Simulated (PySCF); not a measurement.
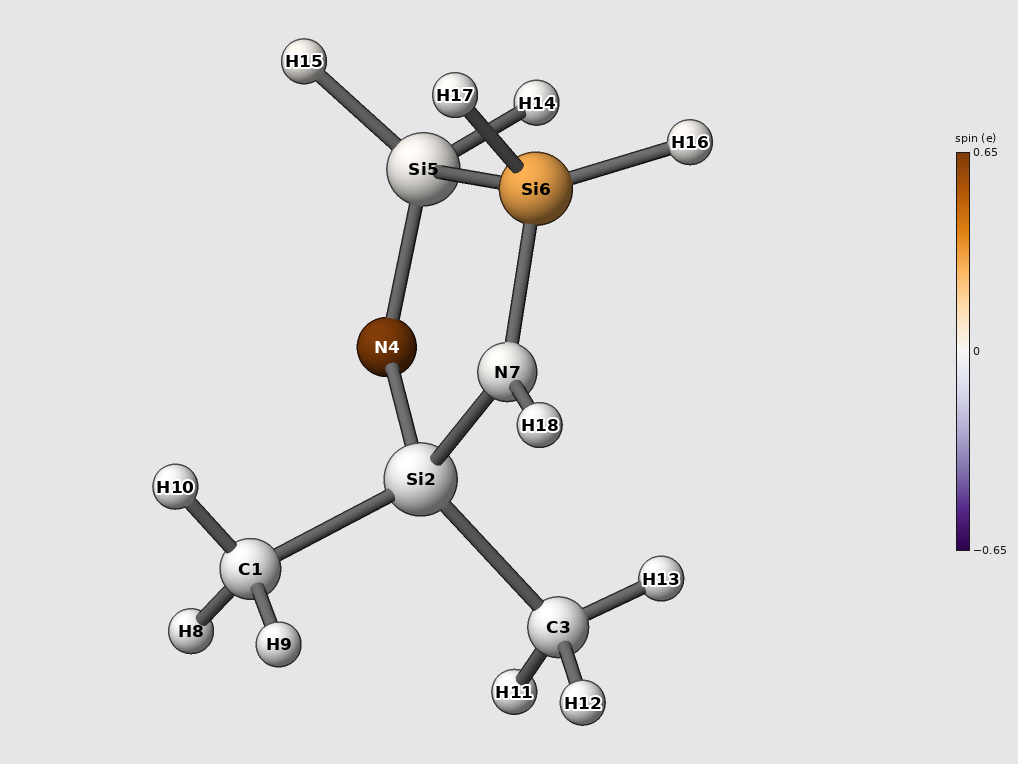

Atoms are coloured by their Mulliken spin populations. The species is neutral and a spin doublet. Computed geometry: GFN2-xTB optimisation. No frequency run is at hand to confirm it as a minimum. Properties computed with UKS B3LYP, pcH-1 on C H N Si, non-relativistic (PySCF 2.14.0).

Give the Mulliken spin populations atom by atom.

```
atom  value (e)
  C1       0.00
 Si2       0.00
  C3       0.00
  N4       0.65
 Si5       0.01
 Si6       0.29
  N7       0.01
  H8       0.00
  H9       0.00
 H10       0.00
 H11       0.00
 H12       0.00
 H13       0.00
 H14       0.01
 H15       0.02
 H16       0.01
 H17       0.01
 H18      −0.01
```

Mulliken values depend strongly on the basis set. The geometry is semi-empirical. Around Si such bond lengths and angles can be off by a tenth of an ångström or more and by several degrees, and values that hang on the shape move with them.
